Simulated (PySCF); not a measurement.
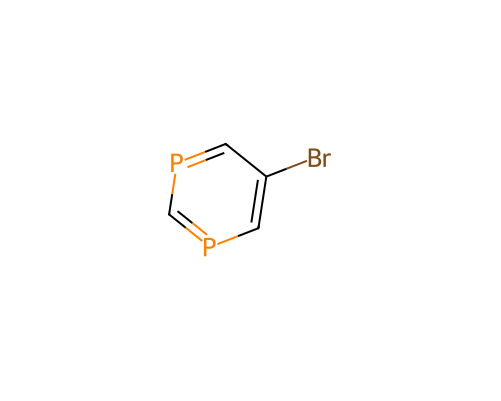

The geometry was computed by an optimisation with GFN2-xTB. No frequency run is at hand to confirm it as a minimum. Method: CAM-B3LYP/def2-SVPD, gas phase (PySCF 2.14.0). Excitations: vertical, linear response.

What does the calculation give?

The species is C₄H₃BrP₂ (`Brc1cpcpc1`).
- dipole moment: 0.73 D
- HOMO energy (Kohn–Sham orbital): −8.80 eV
- LUMO energy (Kohn–Sham orbital): −1.39 eV
- HOMO–LUMO gap: 7.41 eV
- mean static polarisability: 117.8 bohr³
- lowest vertical singlet excitation: 4.23 eV
- its oscillator strength: 0.001
- brightest of the 8 lowest singlets: 5.34 eV
- its oscillator strength: 0.30

The geometry is semi-empirical. Around Br, P such bond lengths and angles can be off by a tenth of an ångström or more and by several degrees, and values that hang on the shape move with them.
